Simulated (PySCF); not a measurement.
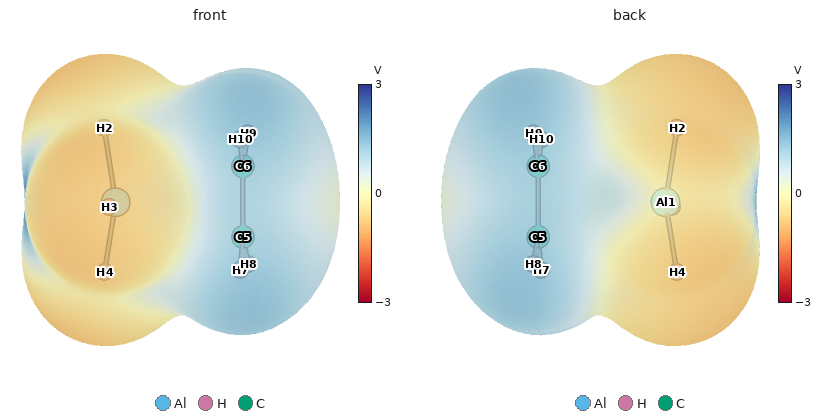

Figure 1: AlH3···C2H4. The molecular electrostatic potential painted on the density surface at 0.002 e/bohr³, seen from the front and from behind; the colour scale runs from red (negative) to blue (positive).

Geometry: PBE0-D3(BJ)/def2-TZVPD.

Method: wB97M-D3(BJ)/def2-TZVPD, SCF density, gas phase in PySCF.

```xyz
10

Al    0.0473    0.4578    0.9848
H     0.5716   -0.8072    0.1664
H     0.6436    1.8962    0.6501
H    -1.3839    0.3506    1.6807
C     0.8614    0.3283    3.3437
C     1.8213   -0.2365    2.6012
H     0.8086    1.4038    3.4807
H     0.1245   -0.2688    3.8670
H     1.9004   -1.3115    2.4931
H     2.5810    0.3631    2.1098
```

**Which sites attract a positive test charge, and which a negative one?**

A positive charge is drawn to the negative regions and a negative charge to the positive ones. The most negative region (about −0.8 V) lies over H2, H3 and H4, the most positive (about +2.1 V) over Al1.

**How polar is the complex by this calculation?**

Its dipole moment is 2.97 D.
